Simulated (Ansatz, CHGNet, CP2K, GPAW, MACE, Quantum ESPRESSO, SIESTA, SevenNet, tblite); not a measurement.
# CP2K runs on H16C6Br2N2O (Pca2_1) (108 atoms), part 3 of 3

Wanted: CP2K inputs and outputs for H16C6Br2N2O (Pca2_1) (108 atoms), checked against a plane-wave reference.

Program: CP2K 2026.2; the method stands at each step. Banners, paths, timers and routine set-up lines are dropped from the logs unmarked, and long logs keep their key lines alone; longer cuts are marked.

So far. Step 7 (PBE, SZV-MOLOPT-SR, 600/50 Ry, TRS4 filter 1e-06, SCF …): Against the first run (5.2 %), the force difference from the reference is 81 %, at 0.093 times the CPU time (on 1 against 4 cores) (7 SCF steps against 35).

### 8. PBE, SZV-MOLOPT-SR, 600/50 Ry, TRS4 filter 1e-07, SCF 1e-07

Method: Kohn-Sham DFT, PBE, GTH-PBE pseudopotentials, Gaussian and plane waves, SZV-MOLOPT-SR-GTH, linear-scaling purification of the density matrix.

Input file input.inp:

```
&GLOBAL
  PROJECT cell
  RUN_TYPE ENERGY_FORCE
  PRINT_LEVEL LOW
&END GLOBAL
&FORCE_EVAL
  METHOD QS
  STRESS_TENSOR ANALYTICAL
  &DFT
    BASIS_SET_FILE_NAME BASIS_MOLOPT
    POTENTIAL_FILE_NAME GTH_POTENTIALS
    &MGRID
      CUTOFF 600
      REL_CUTOFF 50
      NGRIDS 5
    &END MGRID
    &QS
      EPS_DEFAULT 1.0E-10
      LS_SCF T
    &END QS
    &LS_SCF
      PURIFICATION_METHOD TRS4
      EPS_FILTER 1.0E-07
      EPS_SCF 1.0E-07
      MAX_SCF 60
      S_PRECONDITIONER ATOMIC
      MIXING_FRACTION 0.45
      REPORT_ALL_SPARSITIES F
    &END LS_SCF
    &XC
      &XC_FUNCTIONAL PBE
      &END XC_FUNCTIONAL
    &END XC
    &PRINT
      &MULLIKEN ON
      &END MULLIKEN
    &END PRINT
  &END DFT
  &SUBSYS
    &CELL
      A 12.38280 0.00000 0.00000
      B 0.00000 8.31850 0.00000
      C 0.00000 0.00000 9.88060
    &END CELL
    &COORD
[... 108 atom lines left out: the same atoms as in the first run ...]
    &END COORD
    &KIND H
      BASIS_SET SZV-MOLOPT-SR-GTH-q1
      POTENTIAL GTH-PBE-q1
    &END KIND
    &KIND C
      BASIS_SET SZV-MOLOPT-SR-GTH-q4
      POTENTIAL GTH-PBE-q4
    &END KIND
    &KIND Br
      BASIS_SET SZV-MOLOPT-SR-GTH-q7
      POTENTIAL GTH-PBE-q7
    &END KIND
    &KIND N
      BASIS_SET SZV-MOLOPT-SR-GTH-q5
      POTENTIAL GTH-PBE-q5
    &END KIND
    &KIND O
      BASIS_SET SZV-MOLOPT-SR-GTH-q6
      POTENTIAL GTH-PBE-q6
    &END KIND
  &END SUBSYS
  &PRINT
    &FORCES ON
    &END FORCES
    &STRESS_TENSOR ON
    &END STRESS_TENSOR
  &END PRINT
&END FORCE_EVAL
```

The run is started by

```sh
$ OMP_NUM_THREADS=1 cp2k.psmp -i input.inp > output.txt
```

Numbers of over 12 decimals in the logs are rounded to 6 here.

What it wrote:

```text
CP2K| version string:                                       CP2K version 2026.2
 CP2K| Input file name                                                 input.inp
 GLOBAL| Basis set file name                                        BASIS_MOLOPT
 GLOBAL| Potential file name                                      GTH_POTENTIALS
[... lines left out ...]
 Re-scaling the density matrix to get the right number of electrons
[... lines left out ...]
 SCF run converged in     8 steps.
[... lines left out ...]
 ENERGY| Total FORCE_EVAL ( QS ) energy [hartree]           -424.099186
[... lines left out ...]
 FORCES|      1 -7.29011409E-03 -4.29418823E-03 -1.35433837E-03   8.56854996E-03
 FORCES|      2 -7.09806395E-03  1.33365924E-02 -9.06640831E-03   1.76195053E-02
 FORCES|      3  2.79449898E-02 -4.66451035E-03 -2.86165243E-03   2.84757646E-02
[...]
FORCES|    107 -5.76889303E-02 -9.41436623E-02  4.48272583E-03   1.10504012E-01
 FORCES|    108  9.41338098E-02  7.51321695E-03 -2.67229289E-02   9.81414158E-02
 FORCES| Sum     2.21438035E-03  5.94084299E-04  3.18820906E-03
 FORCES| Total atomic force                                       3.92697002E-03
 STRESS| Analytical stress tensor [bar]
 STRESS|                        x                   y                   z
 STRESS|      x        7.93876694376E+04   1.29035824322E+04  -2.32729638697E+03
 STRESS|      y        1.29035824322E+04   1.01919062560E+05  -2.23001082014E+01
 STRESS|      z       -2.32729638697E+03  -2.23001082014E+01   8.49759752729E+04
 STRESS| 1/3 Trace                                             8.87609024235E+04
```

Elapsed: 72 s, on 1 thread of Arm Neoverse V1, shared host; peak memory 1.3 GiB.

Numbers from this run, and their distance from the reference:

| Item | Value |
| --- | --- |
| r.m.s. force component | 2.048 eV/Å |
| r.m.s. difference of force components | 1041 meV/Å |
| longest difference of force vectors | 4952 meV/Å |
| force difference over r.m.s. force | 80.85 % |
| slope of forces against the reference's | 1.437 |
| correlation of force components | 0.9039 |
| pressure | 8.876 GPa |
| pressure difference | 5.79 GPa |

This is a coarse setting, run to see what it loses.

Against the first run (5.2 %), the force difference from the reference is 81 %, at 0.10 times the CPU time (on 1 against 4 cores) (8 SCF steps against 35).

### 9. PBE, DZVP-MOLOPT-SR, 600/20 Ry, OT DIIS

Method: Kohn-Sham DFT, PBE, GTH-PBE pseudopotentials, Gaussian and plane waves, DZVP-MOLOPT-SR-GTH, orbital transformation.

Input file input.inp:

```
&GLOBAL
  PROJECT cell
  RUN_TYPE ENERGY_FORCE
  PRINT_LEVEL LOW
&END GLOBAL
&FORCE_EVAL
  METHOD QS
  STRESS_TENSOR ANALYTICAL
  &DFT
    BASIS_SET_FILE_NAME BASIS_MOLOPT
    POTENTIAL_FILE_NAME GTH_POTENTIALS
    &MGRID
      CUTOFF 600
      REL_CUTOFF 20
      NGRIDS 5
    &END MGRID
    &QS
      EPS_DEFAULT 1.0E-12
    &END QS
    &SCF
      SCF_GUESS ATOMIC
      EPS_SCF 1.0E-06
      MAX_SCF 30
      &OT
        MINIMIZER DIIS
        PRECONDITIONER FULL_ALL
        ENERGY_GAP 0.001
      &END OT
      &OUTER_SCF
        EPS_SCF 1.0E-06
        MAX_SCF 8
      &END OUTER_SCF
      &PRINT
        &RESTART OFF
        &END RESTART
      &END PRINT
    &END SCF
    &XC
      &XC_FUNCTIONAL PBE
      &END XC_FUNCTIONAL
    &END XC
    &PRINT
      &MULLIKEN ON
      &END MULLIKEN
      &HIRSHFELD ON
        SHAPE_FUNCTION DENSITY
      &END HIRSHFELD
      &MO_CUBES
        NHOMO 1
        NLUMO 4
        WRITE_CUBE F
      &END MO_CUBES
    &END PRINT
  &END DFT
  &SUBSYS
    &CELL
      A 12.38280 0.00000 0.00000
      B 0.00000 8.31850 0.00000
      C 0.00000 0.00000 9.88060
    &END CELL
    &COORD
[... 108 atom lines left out: the same atoms as in the first run ...]
    &END COORD
    &KIND H
      BASIS_SET DZVP-MOLOPT-SR-GTH-q1
      POTENTIAL GTH-PBE-q1
    &END KIND
    &KIND C
      BASIS_SET DZVP-MOLOPT-SR-GTH-q4
      POTENTIAL GTH-PBE-q4
    &END KIND
    &KIND Br
      BASIS_SET DZVP-MOLOPT-SR-GTH-q7
      POTENTIAL GTH-PBE-q7
    &END KIND
    &KIND N
      BASIS_SET DZVP-MOLOPT-SR-GTH-q5
      POTENTIAL GTH-PBE-q5
    &END KIND
    &KIND O
      BASIS_SET DZVP-MOLOPT-SR-GTH-q6
      POTENTIAL GTH-PBE-q6
    &END KIND
  &END SUBSYS
  &PRINT
    &FORCES ON
    &END FORCES
    &STRESS_TENSOR ON
    &END STRESS_TENSOR
  &END PRINT
&END FORCE_EVAL
```

The run is started by

```sh
$ OMP_NUM_THREADS=1 mpirun -np 4 cp2k.psmp -i input.inp > output.txt
```

What it wrote:

```text
CP2K| version string:                                       CP2K version 2026.2
 CP2K| Input file name                                                 input.inp
 GLOBAL| Basis set file name                                        BASIS_MOLOPT
 GLOBAL| Potential file name                                      GTH_POTENTIALS
 GLOBAL| Run type                                                   ENERGY_FORCE
 GLOBAL| Total number of message passing processes                             4
 GLOBAL| Number of threads for this process                                    1
[... lines left out ...]
 Number of electrons:                                                        280
[... lines left out ...]
  Step     Update method      Time    Convergence         Total energy    Change
[... lines left out ...]
  Total energy:                                              -425.702475
[... lines left out ...]
  Step     Update method      Time    Convergence         Total energy    Change
[... lines left out ...]
  *** SCF run converged in     5 steps ***
[... lines left out ...]
  Total energy:                                              -425.702662
[... lines left out ...]
  outer SCF loop converged in   2 iterations or   35 steps
[... lines left out ...]
 Fermi Energy [eV] :    0.546186
  Using OT eigensolver for additional unoccupied orbitals spin            1
  Lowest Eigenvalues of the unoccupied subspace spin            1
 OT| Eigensolver reached convergence in 273 iterations
       0.22782713      0.23131681      0.23336584      0.23717362
 HOMO - LUMO gap [eV] :    5.653305
 ENERGY| Total FORCE_EVAL ( QS ) energy [hartree]           -425.702662
 FORCES| Atomic forces [hartree/bohr]
 FORCES|   Atom     x               y               z               |f|
 FORCES|      1 -4.01846090E-03 -2.46725370E-03 -1.32174688E-03   4.89718119E-03
 FORCES|      2 -7.41024629E-03  1.04724824E-02 -7.81885992E-03   1.50239545E-02
 FORCES|      3  2.63198729E-02 -5.18514566E-03 -2.83315335E-03   2.69749551E-02
[...]
FORCES|    107  2.70032790E-03 -4.75017818E-02  1.24916796E-02   4.91909860E-02
 FORCES|    108  4.07344704E-02 -1.66844168E-03  1.32350900E-03   4.07901024E-02
 FORCES| Sum     7.87640076E-03  4.54977157E-03  1.30478415E-02
 FORCES| Total atomic force                                       1.59054795E-02
 STRESS| Analytical stress tensor [bar]
 STRESS|                        x                   y                   z
 STRESS|      x        3.23387848083E+04   8.18964310493E+03  -1.40904716275E+03
 STRESS|      y        8.18964310493E+03   3.54167111281E+04  -6.18879675192E+02
 STRESS|      z       -1.40904716275E+03  -6.18879675192E+02   3.62355060661E+04
 STRESS| 1/3 Trace                                             3.46636673342E+04
```

Elapsed: 88 s, on 4 MPI ranks; peak memory 2.5 GiB.

Compared with the plane-wave run:

```
r.m.s. force component                           : 1.319 eV/Å
r.m.s. difference of force components            : 61.08 meV/Å
longest difference of force vectors              : 363.1 meV/Å
force difference over r.m.s. force               : 4.742 %
slope of forces against the reference's          : 1.023
correlation of force components                  : 0.9992
gap (highest filled to lowest empty level) : 5.653 eV
gap difference                                   : 0.9098 eV
pressure                                         : 3.466 GPa
pressure difference                              : 0.3804 GPa
energy less the same-level run's                 : -1.137 meV/atom
r.m.s. force difference from the same-level run  : 30.96 meV/Å
```

This is a coarse setting, run to see what it loses.

Against the first run (5.2 %), the force difference from the reference is 4.7 %, at 0.51 times the CPU time.

The forces add up to 0.82 eV/Å instead of zero, usually a sign of too coarse a grid.

### 10. PBE, DZVP-MOLOPT-SR, 210/50 Ry, OT DIIS

Method: Kohn-Sham DFT, PBE, GTH-PBE pseudopotentials, Gaussian and plane waves, DZVP-MOLOPT-SR-GTH, orbital transformation.

input.inp, as its differences from that of step 9:

```diff
@@ -12,5 +12,4 @@
     &MGRID
-      CUTOFF 600
-      REL_CUTOFF 20
-      NGRIDS 5
+      CUTOFF 210
+      REL_CUTOFF 50
     &END MGRID
```

The run is started by

```sh
$ OMP_NUM_THREADS=2 cp2k.psmp -i input.inp > output.txt
```

What it wrote:

```text
CP2K| version string:                                       CP2K version 2026.2
 CP2K| Input file name                                                 input.inp
 GLOBAL| Basis set file name                                        BASIS_MOLOPT
 GLOBAL| Potential file name                                      GTH_POTENTIALS
 GLOBAL| Run type                                                   ENERGY_FORCE
 GLOBAL| Total number of message passing processes                             1
 GLOBAL| Number of threads for this process                                    2
 TOTAL NUMBERS AND MAXIMUM NUMBERS
  Total number of            - Atomic kinds:                                   5
                             - Atoms:                                        108
[... lines left out ...]
 Number of electrons:                                                        280
[... lines left out ...]
  Step     Update method      Time    Convergence         Total energy    Change
[... lines left out ...]
  Total energy:                                              -425.701806
[... lines left out ...]
  Step     Update method      Time    Convergence         Total energy    Change
[... lines left out ...]
  *** SCF run converged in     5 steps ***
[... lines left out ...]
  Total energy:                                              -425.701993
[... lines left out ...]
  outer SCF loop converged in   2 iterations or   35 steps
[... lines left out ...]
  Total Charge                                                           -0.000
 !-----------------------------------------------------------------------------!
  Eigenvalues of the occupied subspace spin            1
      -0.77428234     -0.77419644     -0.76581825     -0.75297174
      -0.72778617     -0.72630816     -0.72426392     -0.70764597
      -0.70700209     -0.70292023     -0.70108649     -0.69220183
[...]
0.01461656      0.01615764      0.01668426      0.02004145
 Fermi Energy [eV] :    0.545356
  Using OT eigensolver for additional unoccupied orbitals spin            1
  Lowest Eigenvalues of the unoccupied subspace spin            1
 OT| Eigensolver reached convergence in 285 iterations
       0.22777518      0.23133953      0.23331638      0.23712815
 HOMO - LUMO gap [eV] :    5.652722
 ENERGY| Total FORCE_EVAL ( QS ) energy [hartree]           -425.701993
 FORCES| Atomic forces [hartree/bohr]
 FORCES|   Atom     x               y               z               |f|
 FORCES|      1 -4.98844990E-03 -2.21760968E-03 -1.88463180E-03   5.77531489E-03
 FORCES|      2 -8.40794135E-03  9.99493001E-03 -7.56104453E-03   1.50917692E-02
 FORCES|      3  2.49904406E-02 -4.39207764E-03 -2.65190633E-03   2.55116654E-02
[...]
FORCES|    107  9.99543943E-03 -4.96092724E-02  9.64886381E-03   5.15178541E-02
 FORCES|    108  4.31636018E-02 -4.04366485E-03 -4.17422814E-03   4.35530932E-02
 FORCES| Sum     3.68934094E-02 -2.11211700E-03  3.72687337E-03
 FORCES| Total atomic force                                       3.71412747E-02
 STRESS| Analytical stress tensor [bar]
 STRESS|                        x                   y                   z
 STRESS|      x        3.10053876700E+04   8.22047573250E+03  -1.42280802632E+03
 STRESS|      y        8.22047573250E+03   3.55831056397E+04  -6.52990752276E+02
 STRESS|      z       -1.42280802632E+03  -6.52990752276E+02   3.52812222953E+04
 STRESS| 1/3 Trace                                             3.39565718684E+04
```

Wall time 4.4 min (2 threads); peak memory 0.57 GiB; 8.5 min of CPU time.

Against the reference:

* r.m.s. force component: 1.328 eV/Å
* r.m.s. difference of force components: 85.43 meV/Å
* longest difference of force vectors: 751.3 meV/Å
* force difference over r.m.s. force: 6.632 %
* slope of forces against the reference's: 1.029
* correlation of force components: 0.9983
* gap (highest filled to lowest empty level): 5.653 eV
* gap difference: 0.9092 eV
* pressure: 3.396 GPa
* pressure difference: 0.3097 GPa
* energy less the same-level run's: -0.9681 meV/atom
* r.m.s. force difference from the same-level run: 60.18 meV/Å

This is a coarse setting, run to see what it loses.

Against the first run (5.2 %), the force difference from the reference is 6.6 %, at 0.75 times the CPU time (on 2 against 4 cores): the grid matters here.

The forces add up to 1.9 eV/Å instead of zero, usually a sign of too coarse a grid.

### 11. Side by side

Differences are against the plane-wave reference, forces as r.m.s. over components; share is that over the reference's r.m.s. force, slope the least-squares factor from reference forces to these. Total energies of different programs have different zeros and aren't compared.

```
                                                                      run  Δ force, r.m.s. (meV/Å)  share (%)  slope  Δ pressure (GPa)  Δ gap (eV)  cores  CPU time  memory (GiB)
                                                                reference                        -          -      -                 -           -      2   4.3 min           2.6
                             CP2K PBE, DZVP-MOLOPT-SR, 600/50 Ry, OT DIIS                     66.6       5.17  1.029             0.283       0.909      4    11 min           2.5
                                                   CP2K GFN1-xTB, OT DIIS                      232       18.0  0.959             -5.83           -      1     4.8 s          0.33
                                CP2K PBE, TZVP-MOLOPT, 600/50 Ry, OT DIIS                     41.0       3.19  1.016             0.402       0.113      4    85 min           3.4
                     CP2K PBE, SZV-MOLOPT-SR, 600/50 Ry, OT DIIS (coarse)                     1042       80.9  1.437              5.79      0.0796      2   9.3 min           1.4
CP2K PBE, SZV-MOLOPT-SR, 600/50 Ry, TRS4 filter 1e-04, SCF 1e-05 (coarse)                     1035       80.3  1.431              5.95           -      1      41 s           1.3
CP2K PBE, SZV-MOLOPT-SR, 600/50 Ry, TRS4 filter 1e-06, SCF 1e-06 (coarse)                     1041       80.8  1.437              5.79           -      1      63 s           1.3
CP2K PBE, SZV-MOLOPT-SR, 600/50 Ry, TRS4 filter 1e-07, SCF 1e-07 (coarse)                     1041       80.9  1.437              5.79           -      1      72 s           1.3
                    CP2K PBE, DZVP-MOLOPT-SR, 600/20 Ry, OT DIIS (coarse)                     61.1       4.74  1.023             0.380       0.910      4   5.9 min           2.5
                    CP2K PBE, DZVP-MOLOPT-SR, 210/50 Ry, OT DIIS (coarse)                     85.4       6.63  1.029             0.310       0.909      2   8.5 min          0.57
```

Rows marked coarse were listed beforehand as settings not expected to be converged; some can still land near the reference.

CPU time is summed over cores on a shared host, where runs went side by side, so it is rough. Symmetry, cutoffs, thresholds, outputs and thread counts weren't matched or tuned between programs; memory under MPI is the largest rank's times the ranks.

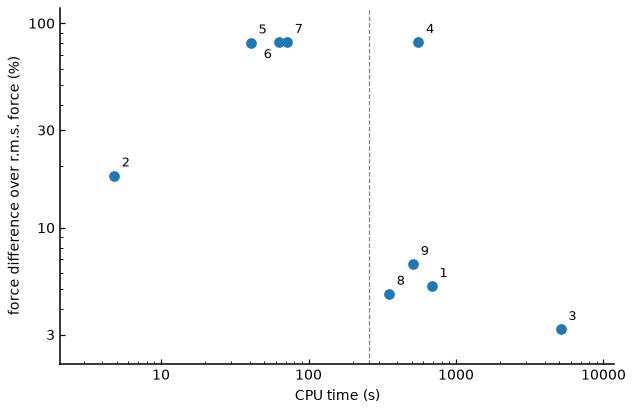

Force difference against CPU time; the dashed line marks the reference's time. Points: 1 CP2K PBE, DZVP-MOLOPT-SR, 600/50 Ry, OT DIIS; 2 CP2K GFN1-xTB, OT DIIS; 3 CP2K PBE, TZVP-MOLOPT, 600/50 Ry, OT DIIS; 4 CP2K PBE, SZV-MOLOPT-SR, 600/50 Ry, OT DIIS; 5 CP2K PBE, SZV-MOLOPT-SR, 600/50 Ry, TRS4 filter 1e-04, SCF 1e-05; 6 CP2K PBE, SZV-MOLOPT-SR, 600/50 Ry, TRS4 filter 1e-06, SCF 1e-06; 7 CP2K PBE, SZV-MOLOPT-SR, 600/50 Ry, TRS4 filter 1e-07, SCF 1e-07; 8 CP2K PBE, DZVP-MOLOPT-SR, 600/20 Ry, OT DIIS; 9 CP2K PBE, DZVP-MOLOPT-SR, 210/50 Ry, OT DIIS.

Mean charges by element (e), by run and scheme:

```
                                         run     scheme      H      C     Br      N      O
CP2K PBE, DZVP-MOLOPT-SR, 600/50 Ry, OT DIIS   Mulliken  +0.09  -0.09  -0.68  +0.30  -0.19
CP2K PBE, DZVP-MOLOPT-SR, 600/50 Ry, OT DIIS  Hirshfeld  +0.05  -0.02  -0.28   0.00  -0.11
                      CP2K GFN1-xTB, OT DIIS   Mulliken  +0.07  +0.10  -0.42  -0.16  -0.47
   CP2K PBE, TZVP-MOLOPT, 600/50 Ry, OT DIIS   Mulliken  +0.12  -0.09  -0.72  +0.11  -0.22
   CP2K PBE, TZVP-MOLOPT, 600/50 Ry, OT DIIS  Hirshfeld  +0.05  -0.02  -0.27  -0.01  -0.11
```

Within one program, basis, potentials and functional, energies share a zero. Each run against its twin at the usual cutoff or grid and solver:

```
                                         run                                twin  Δ energy (meV/atom)  Δ force, r.m.s. (meV/Å)         CPU time over the twin's
CP2K PBE, DZVP-MOLOPT-SR, 600/20 Ry, OT DIIS  DZVP-MOLOPT-SR, 600/50 Ry, OT DIIS                -1.14                     31.0                             0.51
CP2K PBE, DZVP-MOLOPT-SR, 210/50 Ry, OT DIIS  DZVP-MOLOPT-SR, 600/50 Ry, OT DIIS               -0.968                     60.2  0.75 (this twin ran on 4 cores)
```

Further runs of this program without a result: CP2K PBE, SZV-MOLOPT-SR, 600/50 Ry, OT DIIS (cut off at its time limit).

### 12. What came out

```
nearest in forces : CP2K PBE, TZVP-MOLOPT, 600/50 Ry, OT DIIS, 3.2 %
its CPU time      : 85 min
```

What this shows: The PBE runs in local orbitals, coarse settings apart, differ by 3.2 % (CP2K PBE, TZVP-MOLOPT, 600/50 Ry, OT DIIS) to 5.2 % (CP2K PBE, DZVP-MOLOPT-SR, 600/50 Ry, OT DIIS); basis, grid and potentials can all enter. Tight binding differs by 18 % (CP2K GFN1-xTB, OT DIIS); it is another model, with fitted parameters of its own, and the xTB methods hold dispersion. Runs with settings chosen to be coarse differ by 4.7 % (CP2K PBE, DZVP-MOLOPT-SR, 600/20 Ry, OT DIIS) to 81 % (CP2K PBE, SZV-MOLOPT-SR, 600/50 Ry, OT DIIS), their programs' other errors included. Of the electronic-structure runs that take under half the reference's CPU time, CP2K GFN1-xTB, OT DIIS comes nearest, at 18 % in 4.8 s against 4.3 min; its pressure misses by -5.8 GPa. At the same functional, gaps differ from the reference's 4.74 eV by between +0.08 and +0.91 eV. A likely cause of the wide gaps: compact atomic orbitals describe empty levels worse than filled ones. These are spacings on the run's k-points, which needn't hold the band edges. In pressure, CP2K PBE, SZV-MOLOPT-SR, 600/50 Ry, TRS4 filter 1e-04, SCF 1e-05 misses by +6.0 GPa, at the same functional. Charges hang on model, scheme and program or settings: among these rows the mean for N runs from -0.16 to +0.30 e, even in sign. Periodic xTB results under one method name differ between programs and library versions. The reference's pressure holds the uncorrected Pulay stress of its 60 Ry basis, so small pressure differences, and their order, may be the reference's own error. The reference's PBE has no dispersion term, which matters for the binding between molecules or layers. The published positions, changed by the recipe (random displacements or longer bonds to H), lie far from the minimum at this level of theory. The reference's pressure of 3.1 GPa belongs to a cell and atoms that aren't relaxed at this level. The electronic-structure runs sample only Γ, in a cell whose shortest periodic width is 8 Å.

[Also dropped from logs without a mark: logging warnings of Python, and SIESTA's first energy breakdown and zero terms.]

[Logs are printed without paths, hosts, clocks, repeated set-up lines and the standing remarks that a program may print on its own settings, such as how far it seeks lower states.]

[Hosts, paths, dates, database ids (printed as entryN), source tags and the programs' standing remarks are cut or masked in the printed files.]
